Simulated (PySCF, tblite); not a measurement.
# Si₃H₆O₄, a small molecule taken as a stand-in for a surface group (silica 3-ring): NMR shifts, core binding energies and electronic excitations, part 2 of 2

tblite 0.8.0 and PySCF 2.14.0. Atoms count from 0, parts from 1. The steps go on from the part before.

## 5. Core-electron binding energies: SCAN, X2C

The job: settings as JSON, then the geometry in Å.

```
{"job": {"kind": "xps", "holes": 5}, "charge": 0, "multiplicity": 1}
O     -0.546828     1.327799    -0.161030
Si     1.043945     1.424763    -0.631951
O      1.660588    -0.119715    -0.620115
Si     0.978660    -1.583640    -0.224191
O     -0.606867    -1.295910     0.181272
Si    -1.558588     0.064397     0.210605
O     -2.260686     0.269596     1.679730
H      1.792310     2.264044     0.339517
H      1.128249     1.980408    -2.006728
H      1.040851    -2.493773    -1.396302
H      1.688353    -2.160684     0.947190
H     -2.659709    -0.037059    -0.760872
H     -1.690133     0.342514     2.450296
```

Level: delta-SCF UKS SCAN, pcX-2 on the ionised atom, pcseg-1 elsewhere, spin-free X2C.

The program printed:

```text
ground state, core basis on atom 1 (Si), 182 functions
  cycle   1  E = -1174.74478650  |g| = 1.31e+00
  cycle   2  E = -1174.03197171  |g| = 2.32e+00
  cycle   3  E = -1175.05876817  |g| = 1.19e-01
  cycle   4  E = -1175.06072071  |g| = 8.46e-02
  cycle   5  E = -1175.06202443  |g| = 2.34e-02
  cycle   6  E = -1175.06213508  |g| = 4.43e-03
  cycle   7  E = -1175.06213686  |g| = 3.63e-03
  cycle   8  E = -1175.06213865  |g| = 4.27e-04
  E(ground) = -1175.13270163 Eh
hole in Si 2p of atom 1
  cycle   1  E = -1170.74770320  |g| = 1.24e+00
  cycle   2  E = -1170.23643882  |g| = 1.36e+00
  cycle   3  E = -1170.94806562  |g| = 4.88e-01
  cycle   4  E = -1171.05264551  |g| = 1.55e-01
  cycle   5  E = -1171.05979060  |g| = 7.19e-02
  cycle   6  E = -1171.06170644  |g| = 2.77e-02
  cycle   7  E = -1171.06198447  |g| = 1.02e-02
  cycle   8  E = -1171.06202215  |g| = 2.85e-03
  cycle   9  E = -1171.06202585  |g| = 1.91e-03
  cycle  10  E = -1171.06202661  |g| = 3.09e-04
  E(ion) = -1171.14325703 Eh   <S^2> = 0.7511   hole on atom = 1.003   binding energy = 108.558 eV
  2p3/2 = 108.297 eV   2p1/2 = 108.925 eV
ground state, core basis on atom 2 (O), 171 functions
  cycle   1  E = -1174.98789960  |g| = 1.11e-01
  cycle   2  E = -1174.98585950  |g| = 1.26e-01
  cycle   3  E = -1174.98819072  |g| = 5.41e-02
  cycle   4  E = -1174.98867960  |g| = 7.90e-03
  cycle   5  E = -1174.98869241  |g| = 3.04e-03
  cycle   6  E = -1174.98869421  |g| = 3.22e-04
  E(ground) = -1175.09829565 Eh
hole in O 1s of atom 2
  cycle   1  E = -1154.37709690  |g| = 2.23e+00
  cycle   2  E = -1153.89394627  |g| = 2.22e+00
  cycle   3  E = -1155.14018119  |g| = 4.61e-01
  cycle   4  E = -1155.15787266  |g| = 3.68e-01
  cycle   5  E = -1155.20889186  |g| = 6.15e-02
  cycle   6  E = -1155.21007290  |g| = 2.52e-02
  cycle   7  E = -1155.21029978  |g| = 7.16e-03
  cycle   8  E = -1155.21032193  |g| = 1.31e-03
  cycle   9  E = -1155.21032338  |g| = 5.43e-04
  cycle  10  E = -1155.21032151  |g| = 3.58e-04
  E(ion) = -1155.32019587 Eh   <S^2> = 0.7620   hole on atom = 1.000   binding energy = 538.190 eV
ground state, core basis on atom 4 (O), 171 functions
  cycle   1  E = -1174.98770553  |g| = 1.64e-01
  cycle   2  E = -1174.97743724  |g| = 2.72e-01
  cycle   3  E = -1174.99086682  |g| = 3.43e-02
  cycle   4  E = -1174.99103848  |g| = 1.64e-02
  cycle   5  E = -1174.99108330  |g| = 3.06e-03
  cycle   6  E = -1174.99108438  |g| = 5.04e-04
  cycle   7  E = -1174.99108709  |g| = 2.35e-04
  E(ground) = -1175.09818678 Eh
hole in O 1s of atom 4
  cycle   1  E = -1154.38209522  |g| = 2.23e+00
  cycle   2  E = -1153.86969513  |g| = 2.24e+00
  cycle   3  E = -1155.13154024  |g| = 4.95e-01
  cycle   4  E = -1155.15437944  |g| = 3.93e-01
  cycle   5  E = -1155.21263785  |g| = 5.42e-02
  cycle   6  E = -1155.21346968  |g| = 2.56e-02
  cycle   7  E = -1155.21370073  |g| = 8.38e-03
  cycle   8  E = -1155.21372743  |g| = 1.72e-03
  cycle   9  E = -1155.21373037  |g| = 1.16e-03
  cycle  10  E = -1155.21372834  |g| = 4.96e-04
  E(ion) = -1155.32035396 Eh   <S^2> = 0.7620   hole on atom = 1.000   binding energy = 538.182 eV
ground state, core basis on atom 5 (Si), 182 functions
  cycle   1  E = -1175.06885956  |g| = 3.15e-01
  cycle   2  E = -1175.06298239  |g| = 2.23e-01
  cycle   3  E = -1175.06581211  |g| = 1.79e-01
  cycle   4  E = -1175.07173499  |g| = 2.83e-02
  cycle   5  E = -1175.07187085  |g| = 7.00e-03
  cycle   6  E = -1175.07187916  |g| = 1.17e-03
  cycle   7  E = -1175.07187821  |g| = 3.38e-04
  E(ground) = -1175.14196031 Eh
hole in Si 2p of atom 5
  cycle   1  E = -1170.75447530  |g| = 1.24e+00
  cycle   2  E = -1170.61280527  |g| = 1.17e+00
  cycle   3  E = -1171.00451038  |g| = 3.88e-01
  cycle   4  E = -1171.06214103  |g| = 1.22e-01
  cycle   5  E = -1171.06693405  |g| = 3.78e-02
  cycle   6  E = -1171.06754349  |g| = 1.11e-02
  cycle   7  E = -1171.06756141  |g| = 9.00e-03
  cycle   8  E = -1171.06759221  |g| = 8.77e-04
  cycle   9  E = -1171.06759147  |g| = 6.03e-04
  cycle  10  E = -1171.06759269  |g| = 2.05e-04
  E(ion) = -1171.14781407 Eh   <S^2> = 0.7515   hole on atom = 1.003   binding energy = 108.686 eV
  2p3/2 = 108.516 eV   2p1/2 = 109.144 eV
ground state, core basis on atom 6 (O), 171 functions
  cycle   1  E = -1174.98578111  |g| = 1.01e-01
  cycle   2  E = -1174.98519877  |g| = 7.44e-02
  cycle   3  E = -1174.98557833  |g| = 5.84e-02
  cycle   4  E = -1174.98615346  |g| = 6.24e-03
  cycle   5  E = -1174.98616745  |g| = 2.18e-03
  cycle   6  E = -1174.98616571  |g| = 4.34e-04
  E(ground) = -1175.09557960 Eh
hole in O 1s of atom 6
  cycle   1  E = -1154.37033855  |g| = 2.22e+00
  cycle   2  E = -1152.29698678  |g| = 2.54e+00
  cycle   3  E = -1154.87886053  |g| = 8.13e-01
  cycle   4  E = -1155.07376116  |g| = 5.24e-01
  cycle   5  E = -1155.16662675  |g| = 1.81e-01
  cycle   6  E = -1155.17727639  |g| = 6.99e-02
  cycle   7  E = -1155.17905647  |g| = 2.11e-02
  cycle   8  E = -1155.17922133  |g| = 3.94e-03
  cycle   9  E = -1155.17922903  |g| = 8.39e-04
  cycle  10  E = -1155.17923043  |g| = 3.63e-04
  E(ion) = -1155.28890540 Eh   <S^2> = 0.7613   hole on atom = 1.000   binding energy = 538.967 eV
```

Wall time 40 s (1 thread of Arm Neoverse V1, shared host); peak memory 0.68 GiB.

Binding energies by hole, beside the orbital energy of the ground state; the difference holds orbital relaxation and, for a density functional, its self-interaction error:

```
       hole  stands for                 environment  ΔSCF (eV; 2p as the shell's mean)  −ε (eV)   ⟨S²⟩
Si2p on Si1    Si1, Si3  silicon bonded to 2 O, 2 H                             108.51     97.4  0.751
  O1s on O2          O2       oxygen bonded to 2 Si                             538.19    516.8  0.762
  O1s on O4      O0, O4       oxygen bonded to 2 Si                             538.18    516.8  0.762
Si2p on Si5         Si5    silicon bonded to 3 O, H                             108.73     97.6  0.752
  O1s on O6          O6      oxygen bonded to Si, H                             538.97    517.0  0.761
```

Each hole run stands for the others of its class of like atoms.

With the spin-orbit splitting: Si1 2p3/2 108.30, 2p1/2 108.92 eV; Si5 2p3/2 108.52, 2p1/2 109.14 eV. The table gives each 2p level as the mean over the whole 2p shell (two parts 2p3/2, one part 2p1/2), which differs a little from the single hole in the log.

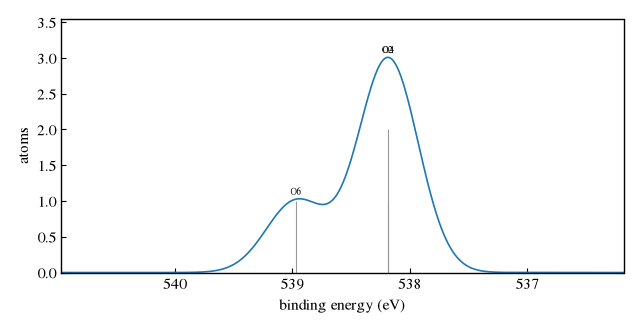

The O1s photoelectron lines, weighted by the number of atoms. Lines are broadened to a width of 0.60 eV (Gaussian).

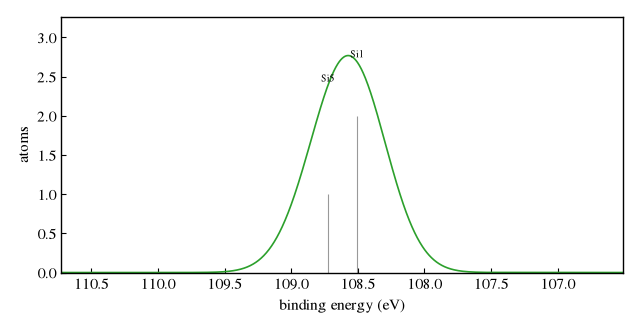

The Si2p photoelectron lines, weighted by the number of atoms. Lines are broadened to a width of 0.60 eV (Gaussian).

## 6. Excited states and response: CAM-B3LYP/def2-SVPD

The job, as its differences from that of step 5:

```diff
@@ -1,2 +1,2 @@
-{"job": {"kind": "xps", "holes": 5}, "charge": 0, "multiplicity": 1}
+{"job": {"kind": "uv", "xc": "CAM-B3LYP", "basis": "def2-SVPD", "nstates": 6, "ntriplets": 2, "ip": true}, "charge": 0, "multiplicity": 1}
 O     -0.546828     1.327799    -0.161030
```

With the program's defaults for keys left out, this is: TDDFT CAM-B3LYP/def2-SVPD, vertical, gas phase, core orbitals frozen in the response.

The program printed:

```text
coarse grid: 12936 points
cycle   1  E = -1172.2687971808  dE =  9.716e-01  |g| = 1.290e+00  |ddm| = 7.598e+00
cycle   2  E = -1172.0747464726  dE =  1.941e-01  |g| = 1.665e+00  |ddm| = 5.593e+00
cycle   3  E = -1172.5774376438  dE = -5.027e-01  |g| = 6.089e-02  |ddm| = 2.368e+00
cycle   4  E = -1172.5781300973  dE = -6.925e-04  |g| = 3.408e-02  |ddm| = 2.308e-01
cycle   5  E = -1172.5783264283  dE = -1.963e-04  |g| = 1.371e-02  |ddm| = 9.910e-02
cycle   6  E = -1172.5783609841  dE = -3.456e-05  |g| = 1.339e-03  |ddm| = 3.915e-02
cycle   7  E = -1172.5783613921  dE = -4.080e-07  |g| = 8.169e-04  |ddm| = 4.425e-03
final grid: 112848 points
cycle   8  E = -1172.7567064030  dE = -1.373e-05  |g| = 1.944e-03  |ddm| = 5.193e-02
cycle   9  E = -1172.7567061012  dE =  3.018e-07  |g| = 2.470e-03  |ddm| = 8.223e-03
cycle  10  E = -1172.7567071727  dE = -1.072e-06  |g| = 1.459e-04  |ddm| = 2.982e-03
cycle  11  E = -1172.7567071774  dE = -4.682e-09  |g| = 9.941e-05  |ddm| = 7.382e-04
cycle  12  E = -1172.7567071793  dE = -1.830e-09  |g| = 2.874e-05  |ddm| = 2.058e-04
cycle  13  E = -1172.7567071794  dE = -1.683e-10  |g| = 5.982e-06  |ddm| = 6.779e-05
converged SCF energy = -1172.7567071794

Static polarisability (au): isotropic 79.109, principal 74.086 81.100 82.141

Singlet excitations
state   eV       nm        f      main configurations
  1   7.6060    163.0   0.01143   H->L+1 0.54, H->L 0.34
  2   7.7823    159.3   0.00846   H->L 0.39, H->L+1 0.24, H->L+2 0.14
  3   7.9421    156.1   0.00040   H->L+3 0.41, H-1->L 0.32, H-1->L+1 0.11
  4   8.1496    152.1   0.00313   H-1->L 0.38, H-1->L+1 0.32, H->L+7 0.10
  5   8.4214    147.2   0.01585   H-3->L 0.25, H-5->L 0.24, H-1->L+1 0.14
  6   8.6785    142.9   0.11456   H->L+5 0.53, H-1->L+4 0.16, H->L+2 0.16

Triplet excitations (Tamm-Dancoff, eV): 7.2535 7.4177
Vertical ionisation energy (delta-SCF) = 10.8646 eV
```

Wall time 3.5 min (1 thread of Arm Neoverse V1, shared host); peak memory 1.1 GiB.

Frontier orbitals and where they lie:

```
orbital      eV                        atoms
 HOMO−3  -11.30    O4 34 %, O0 32 %, O6 17 %
 HOMO−2  -11.18    O2 24 %, O0 18 %, O4 17 %
 HOMO−1  -10.54   O4 20 %, O0 20 %, Si3 10 %
   HOMO  -10.03  O2 21 %, Si1 13 %, Si3 13 %
   LUMO    0.65  Si5 18 %, O6 16 %, Si3 16 %
 LUMO+1    1.06  Si3 17 %, Si1 17 %, O2 16 %
 LUMO+2    1.43  O6 16 %, Si1 14 %, Si3 13 %
```

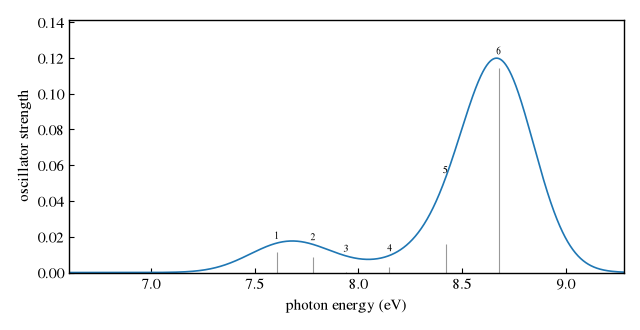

Absorption spectrum from the 6 singlet states computed; above the last one it falls off for lack of states. Lines are broadened to a width of 0.40 eV (Gaussian).

Further results of this job:

```
           property  computed
  dipole moment (D)      1.27
polarisability (Å³)     11.72
 HOMO–LUMO gap (eV)     10.68
      −ε(HOMO) (eV)     10.03
```

## 7. Summary of results

This closing draws on all 2 parts.

| quantity | value |
| --- | --- |
| point group | Cs |
| rotational constants (main isotopes) | 2.20, 1.42, 0.94 GHz |
| 1H shifts against TMS (PBE0/pcSseg-1, means over atoms taken as alike) | 5.18, 5.15, 4.41, 2.26 ppm |
| 17O shifts against H2O (PBE0/pcSseg-1, means over atoms taken as alike) | 104.2, 82.5, 69.5 ppm |
| 29Si shifts against TMS (PBE0/pcSseg-1, means over atoms taken as alike) | -32.8, -63.2 ppm |
| surface potential, least and greatest | -1.24 V and 2.41 V |
| O1s binding energies, SCAN/pcX-2 | O6 538.97, O2 538.19, O4 538.18 eV |
| Si2p binding energies, SCAN/pcX-2 | Si5 108.73, Si1 108.51 eV |
| lowest singlet (CAM-B3LYP/def2-SVPD) | 7.61 eV (163 nm), f = 0.011 |
| brightest single state of those computed | state 6, 8.68 eV, f = 0.115 |
| lowest triplet | 7.25 eV |
| vertical ionisation energy (ΔSCF) | 10.86 eV |

What this shows: Over 9 steps the energy fell by 0.457 eV; of the close pairs, O2–Si3 changed most, 1.603 to 1.663 Å (PBE0/def2-SVP). No frequency check was run at this level, so the end point may be a saddle. At PBE0/pcSseg-1: The largest span, 148 ppm, is at O2, where the paramagnetic term is -151 ppm. The O1s levels kept as sound span 0.78 eV, from O4 (oxygen bonded to 2 Si) up to O6 (oxygen bonded to Si, H). The Si2p levels kept as sound span 0.22 eV, from Si1 (silicon bonded to 2 O, 2 H) up to Si5 (silicon bonded to 3 O, H). The lowest singlet, at 7.61 eV, is HOMO→LUMO+1 0.54, HOMO→LUMO 0.34 and is weak; of the 6 states computed, the strongest absorption comes from state 6 at 8.68 eV (the last computed, so partners may be missing). The lowest triplet lies 0.35 eV below the lowest singlet (triplets in Tamm-Dancoff, singlets in full TDDFT). ΔSCF puts the ionisation energy at 10.86 eV, 0.83 eV above −ε(HOMO). A capped cluster stands for the solid here, so long-range fields and strain are missing, and bands or shifts of the capping hydrogens have no counterpart in it.
